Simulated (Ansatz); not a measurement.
Starting cell, SiC (wurtzite):

```xyz
8
Lattice="6.1839 0.0000 0.0000 -1.5460 2.6777 0.0000 0.0000 0.0000 5.0743" Properties=species:S:1:pos:R:3 pbc="T T T"
Si     1.5460     0.8926     0.0026
Si     4.6379     0.8926     0.0026
Si     0.0000     1.7851     2.5398
Si     3.0920     1.7851     2.5398
C      1.5460     0.8926     3.1698
C      4.6379     0.8926     3.1698
C      0.0000     1.7851     0.6327
C      3.0920     1.7851     0.6327
```

A phonon eigenvector at M = (0.5, 0.0, 0.0) is frozen into this cell: atom i moves by Q times the vector below, so Q is the largest atomic displacement, in Å. The cell is held. (q is in reciprocal vectors of the primitive cell; the cell shown is doubled to hold the pattern.)

```
atom       x       y       z
----  ------  ------  ------
Si1    0.027   0.016  -0.158
Si2   -0.027  -0.016   0.158
Si3    0.027   0.016   0.158
Si4   -0.027  -0.016  -0.158
C5    -0.818  -0.472   0.329
C6     0.818   0.472  -0.329
C7    -0.818  -0.472  -0.329
C8     0.818   0.472   0.329
```

The numbers are results of PBE (plane waves to 420 eV, PAW, scalar-relativistic; Ansatz, a program for electronic structure), not measurements. k mesh 6×12×7 (Γ-centred), Fermi-Dirac smearing 0.05 eV. The energy includes the smearing's −TS. SiC was relaxed with its symmetry unable to fall. The zero of ΔE is the undisplaced structure.

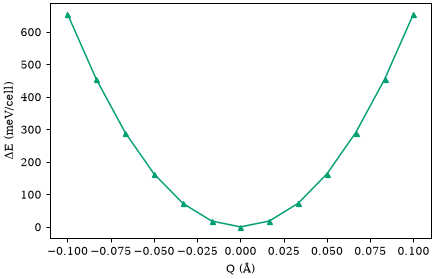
Fig. 1. ΔE (meV/cell) against Q (Å); markers are the computed points, lines only join them.

What is the energy change at Q = 0.100 Å?

About 650 meV/cell.

What harmonic wavenumber does the curvature at Q = 0 give?

About 830 cm⁻¹.

(For displaced atoms, the force is minus the slope of the energy, and its curvature is a force constant, which sets phonon frequencies.)
